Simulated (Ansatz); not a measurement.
A series of calculations on C2H9PSi

Part 1: Relaxation

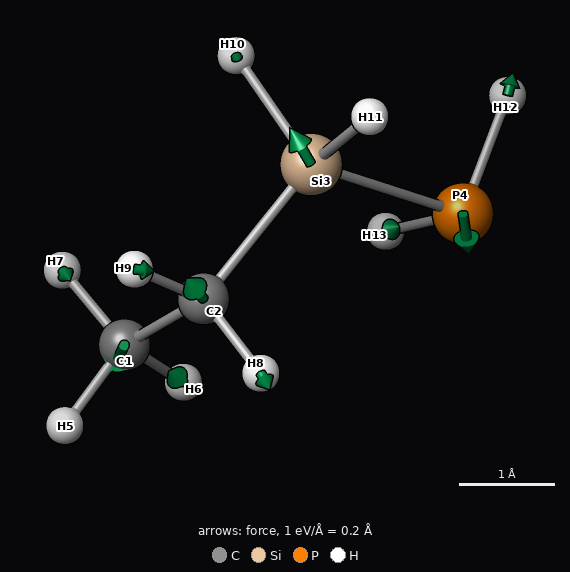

Starting geometry of C₂H₉PSi with the computed forces as green arrows. A ball-and-stick model, seen from a free direction.

The run prepares an end point of a later path (inversion) calculation, from a guessed geometry.

The calculation used RHF/def2-SVPD in Ansatz 0.2.0. Set-up: no spin polarisation; force threshold 0.015 eV/Å; at most 40 steps.

Q: Is this structure relaxed? If not, where do the atoms go?

A: It isn't relaxed: the largest force vector, on C1, is 4.28 eV/Å. The final displacements follow the starting forces only in part (cosine between the two patterns 0.40). H13 moves most after the best rigid fit: 0.17 Å. Largest moves by element: H 0.17 Å, P 0.12 Å, C 0.08 Å, Si 0.06 Å. Near-neighbour distances that change, for instance: Si3–P4 2.170 → 2.286 Å, C1–C2 1.465 → 1.534 Å, P4–H13 1.481 → 1.414 Å, C1–H6 1.155 → 1.092 Å. Bond angles that change, for instance: C1–C2–H9 105.1° → 109.8°, H6–C1–H7 103.7° → 107.5°, Si3–P4–H12 100.2° → 96.5°. After 8 accepted moves (9 points after the start) the energy has fallen by 44.0 kJ/mol. Largest force component: 3.3 eV/Å at the start, 0.006 eV/Å at the end. The line search rejected the trial step at point 8 of the run. The forces were under the threshold at step 6, but the run went on from there.

Part 2: Relaxation

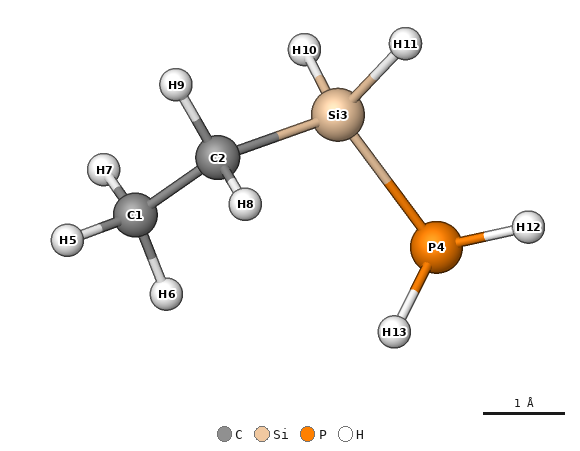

Starting structure of C₂H₉PSi. Style: ball-and-stick. Shown face on.

The run prepares an end point of a later path (inversion) calculation, from a guessed geometry.

Level of theory: Ansatz 0.2.0, RHF/def2-SVPD.

Input
```yaml
crystal:
  periodic: [false, false, false]
  atoms:
    - { symbol: C, position_ang: [-1.1501, 0.1248, 1.2597] }
    - { symbol: C, position_ang: [-0.1811, -0.8575, 0.7682] }
    - { symbol: Si, position_ang: [1.0819, -0.2343, -0.4353] }
    - { symbol: P, position_ang: [0.2441, 0.3451, -2.3519] }
    - { symbol: H, position_ang: [-1.8871, -0.3, 1.9432] }
    - { symbol: H, position_ang: [-1.7926, 0.5818, 0.416] }
    - { symbol: H, position_ang: [-0.6865, 1.0162, 1.7537] }
    - { symbol: H, position_ang: [-0.6731, -1.6786, 0.3053] }
    - { symbol: H, position_ang: [0.3405, -1.243, 1.6907] }
    - { symbol: H, position_ang: [1.8043, 0.9612, 0.1491] }
    - { symbol: H, position_ang: [2.1085, -1.2928, -0.6737] }
    - { symbol: H, position_ang: [0.86174, -0.55456, -3.16584] }
    - { symbol: H, position_ang: [-1.05486, -0.35989, -2.25012] }
basis:
  gaussian: { orbitals: def2-SVPD }
hamiltonian:
  xc: hf
relax:
  f_tol: 0.015
  max_steps: 40
```

Run as
```bash
ansatz run input.yaml --threads 2 --pin off --max-ram 3072MiB --backend cpu --events-out ev --progress --plain --runs-dir out
```

What does the optimiser find from here?

The atom that moves furthest after the best rigid fit is H13 (1.05 Å). Largest moves by element: H 1.05 Å, P 0.36 Å, Si 0.17 Å, C 0.15 Å. Some distances before and after: Si3–P4 2.170 → 2.286 Å, C1–C2 1.465 → 1.533 Å, P4–H13 1.481 → 1.415 Å, C1–H6 1.155 → 1.091 Å. Bond angles that change, for instance: C1–C2–H9 105.1° → 109.9°, H5–C1–H6 103.6° → 107.5°, H6–C1–H7 103.7° → 107.4°. Groups turn about Si3–P4 by about 55°. The energy falls by 50.3 kJ/mol in 15 accepted moves (17 points after the start). Largest force component: 3.2 eV/Å at the start, 0.011 eV/Å at the end. The line search rejected the trial steps at points 10, 11 of the run. The forces were under the threshold at step 12, but the run went on from there. The run took 40 s on 2 threads of Intel(R) Xeon(R) 6975P-C (Granite Rapids), with other jobs on the host, peak memory 0.46 GiB.

History of the run:

| step | E − E(0), kJ/mol | largest force component, eV/Å | note |
| --- | --- | --- | --- |
| 0 | 0.00 | 3.2419 |  |
| 1 | -39.80 | 1.0306 |  |
| 2 | -41.20 | 0.3815 |  |
| 3 | -43.91 | 0.1648 |  |
| 4 | -44.32 | 0.3760 |  |
| 5 | -46.86 | 0.1361 |  |
| 6 | -48.16 | 0.0304 |  |
| 7 | -48.33 | 0.4152 |  |
| 8 | -49.81 | 0.0620 |  |
| 9 | -50.14 | 0.0263 |  |
| 10 | -50.03 | 0.2063 | rejected |
| 11 | -49.55 | 0.2477 | rejected |
| 12 | -50.20 | 0.0110 |  |
| 13 | -50.22 | 0.0691 |  |
| 14 | -50.23 | 0.0530 |  |
| 15 | -50.25 | 0.0118 |  |
| 16 | -50.25 | 0.0158 |  |
| 17 | -50.25 | 0.0112 |  |

Final geometry:

```xyz
13

C    -1.1857    0.2387    1.3573
C    -0.2321   -0.8687    0.8928
Si    0.9970   -0.3751   -0.4629
P    -0.1109    0.2635   -2.3578
H    -1.8435   -0.1184    2.1511
H    -1.8178    0.5952    0.5427
H    -0.6381    1.0989    1.7470
H    -0.8032   -1.7322    0.5376
H     0.3571   -1.2326    1.7407
H     1.8032    0.7970   -0.0337
H     1.9213   -1.5054   -0.7314
H     1.0335    0.3820   -3.1799
H    -0.4650   -1.0346   -2.7945
```

The end point in the same view:

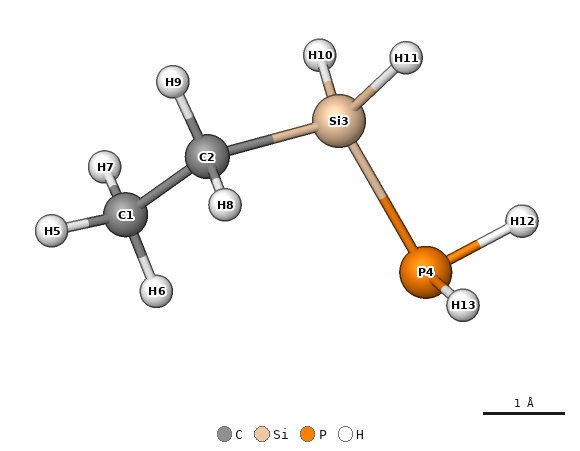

Part 3: Path

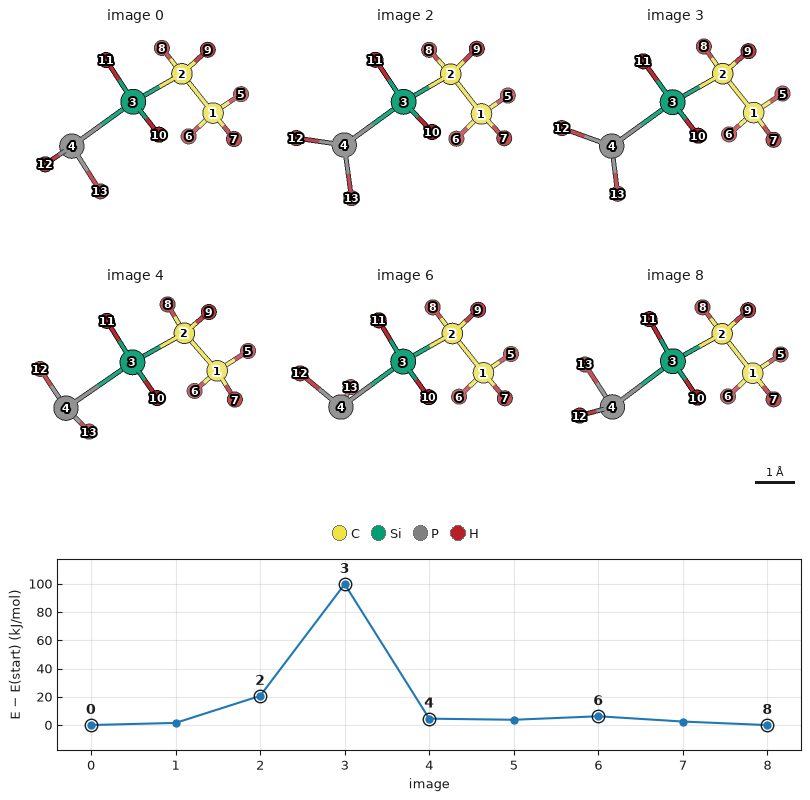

A search for the minimum-energy path of C₂H₉PSi by the nudged elastic band. Images are numbered from 0 (start) to 8 (end). Style: ball-and-stick. Shown from a free direction.

Theory: RHF/def2-SVPD in Ansatz 0.2.0. Set-up: 7 movable images; climbing image; force threshold 0.05 eV/Å; iteration limit 60; starting path through a guess of the saddle point.

> Describe the mechanism and the energy profile.

The two ends have nearly the same energy, and the highest point, image 3, lies 99.8 kJ/mol above the start. The path has more than one stage, and so few images may leave a stage unresolved. No bond forms or breaks between the ends. Bond angles that change up to the highest image, for instance: Si3–P4–H13 97.5° → 125.6°, Si3–P4–H12 96.5° → 122.1°. The band converged in 28 iterations. The largest component of the band force went from 27 to 0.049 eV/Å. The climbing image converged on the top of the path. Its vibrational analysis gives one imaginary mode (774i cm⁻¹), as a transition state must have.

The run took 6.5 min on 2 threads of Intel(R) Xeon(R) 6975P-C (Granite Rapids), on a shared host, peak memory 0.47 GiB.
